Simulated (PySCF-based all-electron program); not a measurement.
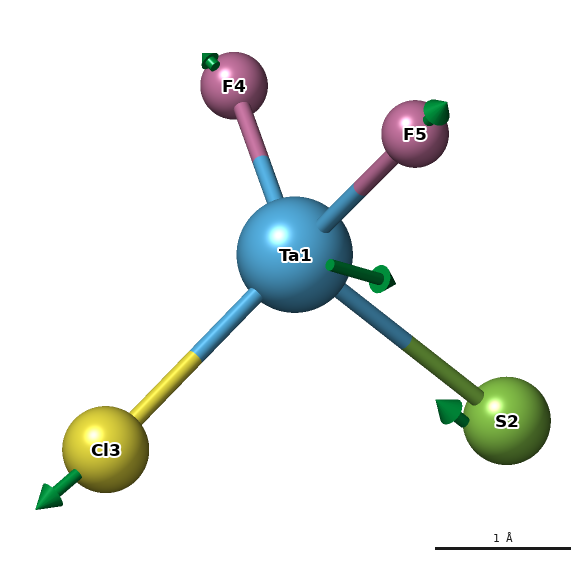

Arrows show the forces on the atoms, 0.1 Å of arrow for 1 eV/Å; forces under a tenth of the largest aren't drawn. Charge 0, singlet. Level of theory: PBE, all-electron, scalar-relativistic (Koelling-Harmon), large uncontracted Gaussian sets (PySCF-based all-electron program).

On which atom is the force largest, and how large is it?

On Ta1: 7.32 eV/Å.

Which bond do the forces act along most?

Ta1–S2, now 2.354 Å: the forces pull its atoms together, so a first step downhill shortens it.

List the force components in the frame of the picture (x right, y up, z towards the viewer), in eV/Å.

| atom | Fx | Fy | Fz |
| --- | --- | --- | --- |
| Ta1 | 4.93 | −1.42 | −5.23 |
| S2 | −2.18 | 1.69 | 2.00 |
| Cl3 | −3.16 | −2.71 | 1.46 |
| F4 | −1.00 | 1.03 | −0.79 |
| F5 | 1.41 | 1.41 | 2.56 |
